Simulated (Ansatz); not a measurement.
## WH7O4F: nudged elastic band (part 2 of 2)

WH7O4F; RKS B3LYP-D4/def2-SVP (Ansatz 0.2.0). It belongs to a series of runs on one base structure; here: band between the two ends.

Geometry of the input (Å):
```
W  0.0698  0.1072  -0.2548
F  0.4556  -0.7230  1.4588
O  1.9165  -0.2325  -0.4261
H  2.4053  -0.7531  0.2273
O  0.1638  1.9733  -0.5523
H  -0.0367  2.3635  -1.4192
O  -1.6406  0.1010  0.5389
H  -1.8156  -0.3574  1.3732
H  -0.2419  -1.4620  -0.8651
O  -0.4225  0.2962  -2.1362
H  -0.6262  -0.5213  -2.6066
H  0.9862  2.2700  2.4403
H  0.9843  1.5500  2.6861
```

The program's output, continued:
```
NEB iter  39: max|band force component| = 5.548e-2 eV/Å  barrier→ = 1.7950 eV  barrier← = 0.3902 eV  CI = image 4  Δτ_max = 0.0171 Å  (178 SCF iters)
the calculation of the forces begins
reference -12839.31734198 eV, -471.8362095160 hartree; 31, 31 occupied and 106, 106 virtual orbitals, 1443 factors
1441 factors; integrals over basis functions are off by at most 1.6e-3 eV
mean field evaluation 1632: about -12833.7246 eV, gradient 5.0e1 eV
mean field -12838.93717016 eV, -471.8222384590 hartree, gradient 1.9e-5 eV, S^2 0.000000; 1 other end points of the search recorded, 0 dependent functions left out
the calculation of the forces begins
reference -12838.93750472 eV, -471.8222507542 hartree; 31, 31 occupied and 106, 106 virtual orbitals, 1441 factors
NEB iter  40: max|band force component| = 3.570e-2 eV/Å  barrier→ = 1.7942 eV  barrier← = 0.3894 eV  CI = image 4  Δτ_max = 0.0000 Å  (350 SCF iters)
```

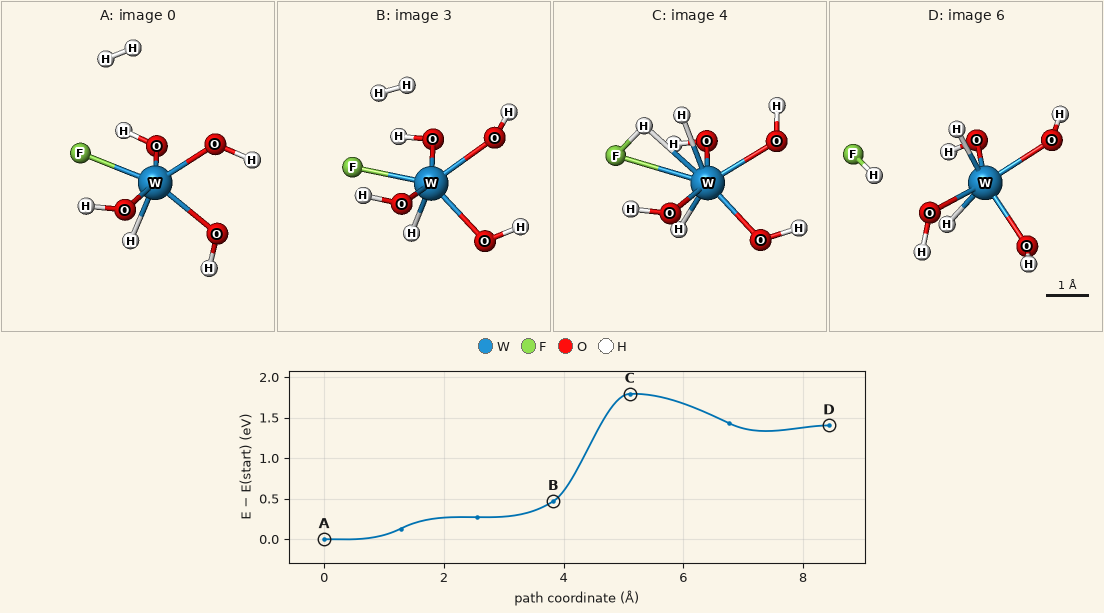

*Images of the last band (counted from 0; ball-and-stick, seen at a tilt) above the energy along the path; the line is a cubic interpolation that uses the forces.*

The highest image is number 4, 1.794 eV above the start and 0.389 eV above the end (the climbing image); the end lies 1.405 eV above the start. The path is 8.44 Å long. The band converged in 40 iterations.

```
Total energy: -12839.40415715 eV, -471.8393999146 hartree
Atom 0 at     0.217530     0.232436    -0.246560 Å, force     0.024575    -0.001061     0.005220 eV/Å
Atom 1 at     0.573995    -0.509695     1.929483 Å, force    -0.015935    -0.042697     0.006770 eV/Å
Atom 2 at     2.000226    -0.382540    -0.202749 Å, force    -0.011656    -0.017293    -0.007441 eV/Å
Atom 3 at     2.372069    -0.783321     0.598512 Å, force     0.002207     0.008676    -0.003777 eV/Å
Atom 4 at    -0.233941     1.987249    -0.989267 Å, force     0.001236    -0.004619     0.004417 eV/Å
Atom 5 at    -0.791397     2.533936    -0.415610 Å, force    -0.010631    -0.000506     0.004378 eV/Å
Atom 6 at    -1.471309     0.523476     0.621691 Å, force     0.007403     0.013837     0.000929 eV/Å
Atom 7 at    -1.736333    -0.131538     1.284688 Å, force    -0.002066    -0.001787     0.005056 eV/Å
Atom 8 at    -0.427862    -1.356345    -0.204727 Å, force    -0.000520     0.003987    -0.000287 eV/Å
Atom 9 at     0.214862    -0.109816    -2.103942 Å, force     0.010925     0.010226    -0.020229 eV/Å
Atom 10 at    -0.148981     0.604125    -2.653090 Å, force    -0.003522    -0.015632     0.006688 eV/Å
Atom 11 at     0.846934     1.407132     1.112130 Å, force    -0.008840     0.004345     0.007987 eV/Å
Atom 12 at     0.782111     0.596800     1.733540 Å, force     0.006825     0.042525    -0.009711 eV/Å
Dipole moment:    -0.091944     0.170519     0.289811 e Å
this run last wrote the band of iteration 40 to [file]
```

The last band as extended XYZ (Å, eV, eV/Å):
```
13
Properties=species:S:1:pos:R:3:forces:R:3 image=0 energy=-12841.19806
W     0.0698    0.1072   -0.2548   -0.0050  -0.0018  -0.0198
F     0.4556   -0.7230    1.4588    0.0079  -0.0028   0.0073
O     1.9165   -0.2325   -0.4261    0.0033   0.0022   0.0065
H     2.4053   -0.7531    0.2273   -0.0032  -0.0002  -0.0019
O     0.1638    1.9733   -0.5523   -0.0038   0.0023  -0.0071
H    -0.0367    2.3635   -1.4192    0.0044   0.0007   0.0095
O    -1.6406    0.1010    0.5389   -0.0018   0.0029  -0.0011
H    -1.8156   -0.3574    1.3732   -0.0002  -0.0013  -0.0014
H    -0.2419   -1.4620   -0.8651   -0.0029  -0.0007  -0.0014
O    -0.4225    0.2962   -2.1362   -0.0021  -0.0082   0.0008
H    -0.6262   -0.5213   -2.6066    0.0030   0.0069   0.0100
H     0.9862    2.2700    2.4403   -0.0015  -0.0117  -0.0005
H     0.9843    1.5500    2.6861    0.0017   0.0116  -0.0008
13
Properties=species:S:1:pos:R:3:forces:R:3 image=1 energy=-12841.06710
W     0.0380    0.0389   -0.2395    0.0004   0.0632   0.0233
F     0.3449   -0.9422    1.4003    0.0095   0.0340   0.0081
O     1.8849   -0.3471   -0.3652   -0.0024   0.0289   0.0074
H     2.3479   -0.7741    0.3710   -0.0323  -0.0388  -0.0122
O     0.0204    1.9332   -0.3647   -0.0153   0.0669   0.1327
H    -0.5311    2.4206   -0.9949    0.0983   0.0573  -0.0544
O    -1.6670    0.1910    0.5879   -0.0312  -0.0558  -0.0117
H    -1.9145   -0.3846    1.3242   -0.0117  -0.0596  -0.0078
H    -0.5983   -1.4468   -0.8119    0.0993   0.0406  -0.0888
O    -0.1315    0.2895   -2.1404    0.0164   0.2706   0.0183
H    -0.1219   -0.4313   -2.7728   -0.1348  -0.4092  -0.0437
H     1.1738    2.2486    1.9351   -0.0054   0.0042   0.0198
H     1.3524    1.8162    2.5350    0.0092  -0.0023   0.0090
13
Properties=species:S:1:pos:R:3:forces:R:3 image=2 energy=-12840.92614
W     0.0337   -0.1025   -0.2837    0.0036   0.0035  -0.0001
F     0.3514   -1.0102    1.3911   -0.0002   0.0011   0.0017
O     1.8987   -0.4043   -0.3950   -0.0009  -0.0013   0.0053
H     2.4241   -0.6677    0.3744    0.0003  -0.0004  -0.0011
O     0.0308    1.7725   -0.6700   -0.0025  -0.0020  -0.0008
H    -0.7689    2.2799   -0.8742    0.0008   0.0014   0.0037
O    -1.5911    0.3058    0.6367    0.0003   0.0037  -0.0028
H    -1.8671   -0.2613    1.3705    0.0015  -0.0014   0.0025
H    -0.8105   -1.5488   -0.5875    0.0013  -0.0004   0.0011
O    -0.1893   -0.3167   -2.1790    0.0016   0.0001  -0.0018
H     0.1415    0.4532   -2.6718   -0.0013   0.0024   0.0024
H     1.1948    2.2613    1.8656   -0.0017  -0.0051  -0.0035
H     1.3498    1.8507    2.4870   -0.0028  -0.0014  -0.0067
13
Properties=species:S:1:pos:R:3:forces:R:3 image=3 energy=-12840.72763
W     0.1276    0.0234   -0.2426   -0.0381  -0.0865  -0.0019
F     0.4006   -0.8357    1.4925   -0.0851  -0.1404  -0.1776
O     1.9847   -0.3277   -0.2863    0.0017   0.0255  -0.0308
H     2.4311   -0.6515    0.5110    0.0118   0.0516  -0.0183
O    -0.0360    1.8715   -0.7932    0.0924  -0.0487   0.0862
H    -0.8287    2.3774   -0.5605   -0.0162  -0.0613  -0.0594
O    -1.5123    0.4552    0.6503   -0.0200  -0.0323   0.0048
H    -1.7458   -0.0990    1.4091   -0.0105   0.0099   0.0343
H    -0.6518   -1.4669   -0.4479   -0.0879  -0.0420  -0.1043
O    -0.0373   -0.2852   -2.1194   -0.0848  -0.0545  -0.0090
H    -0.0332    0.5586   -2.6036    0.0646  -0.0146   0.0156
H     1.0734    1.8020    1.5032    0.0841   0.1565   0.1676
H     1.0256    1.1900    1.9515    0.0881   0.2368   0.0929
13
Properties=species:S:1:pos:R:3:forces:R:3 image=4 energy=-12839.40382
W     0.2175    0.2324   -0.2466    0.0246  -0.0011   0.0052
F     0.5740   -0.5097    1.9295   -0.0159  -0.0427   0.0068
O     2.0002   -0.3825   -0.2027   -0.0117  -0.0173  -0.0074
H     2.3721   -0.7833    0.5985    0.0022   0.0087  -0.0038
O    -0.2339    1.9872   -0.9893    0.0012  -0.0046   0.0044
H    -0.7914    2.5339   -0.4156   -0.0106  -0.0005   0.0044
O    -1.4713    0.5235    0.6217    0.0074   0.0138   0.0009
H    -1.7363   -0.1315    1.2847   -0.0021  -0.0018   0.0051
H    -0.4279   -1.3563   -0.2047   -0.0005   0.0040  -0.0003
O     0.2149   -0.1098   -2.1039    0.0109   0.0102  -0.0202
H    -0.1490    0.6041   -2.6531   -0.0035  -0.0156   0.0067
H     0.8469    1.4071    1.1121   -0.0088   0.0043   0.0080
H     0.7821    0.5968    1.7335    0.0068   0.0425  -0.0097
13
Properties=species:S:1:pos:R:3:forces:R:3 image=5 energy=-12839.76805
W     0.1363    0.4508   -0.2619   -0.0248   0.0690  -0.0041
F     0.4640   -0.2716    2.3882   -0.0271   0.0608   0.1395
O     1.8892   -0.2450    0.2970   -0.0356   0.0413   0.1475
H     2.2010   -1.1302    0.0669   -0.0567  -0.1204  -0.1933
O    -0.5392    2.0305   -1.1603   -0.1011   0.0263  -0.0451
H    -1.2064    2.5232   -0.6607   -0.1334   0.0017  -0.0550
O    -1.5575    0.6321    0.5903   -0.0247   0.0325  -0.0016
H    -1.7251   -0.0112    1.2978    0.0089   0.0313   0.0115
H    -0.3024   -1.2092   -0.0289    0.0337   0.0513   0.0464
O     0.6814    0.0532   -2.0366    0.1398   0.0721   0.0202
H     0.0862    0.3737   -2.7331    0.0629  -0.0519  -0.0229
H     0.8086    1.5832    0.8294   -0.0049   0.0488  -0.0883
H     1.2619   -0.1676    1.8761    0.1631  -0.2630   0.0451
13
Properties=species:S:1:pos:R:3:forces:R:3 image=6 energy=-12839.79324
W    -0.0227    0.5743   -0.3193   -0.0116   0.0082  -0.0077
F     1.0228   -0.3284    2.6372   -0.0034   0.0029   0.0067
O     1.7309   -0.2292    0.1550    0.0060  -0.0109   0.0076
H     1.9020   -1.1153   -0.2007   -0.0003   0.0089   0.0083
O    -0.6835    2.1965   -1.0788    0.0070  -0.0132   0.0035
H    -1.5263    2.5700   -0.7785   -0.0063   0.0066  -0.0027
O    -1.6452    0.7858    0.6913    0.0049  -0.0158   0.0093
H    -1.9539    0.0300    1.2105    0.0035   0.0101  -0.0056
H    -0.5089   -1.0245    0.0700   -0.0023   0.0018  -0.0061
O     0.3665   -0.0402   -2.0707    0.0044   0.0084  -0.0065
H     1.2402   -0.0885   -2.4850   -0.0082  -0.0035   0.0066
H     0.7522    1.5846    0.7989    0.0008  -0.0006  -0.0016
H     1.5239   -0.3030    1.8341    0.0055  -0.0029  -0.0120
```

Key numbers:

```csv
quantity,value
outcome,converged
"barrier, forward",1.794 eV
"barrier, backward",0.389 eV
hardware,"4 threads of Arm Neoverse V1, 24 GiB of memory available, shared host"
wall time,11 min (CPU time 41 min)
peak memory,0.43 GiB
```

Notes:

The order of the saddle point was not checked.
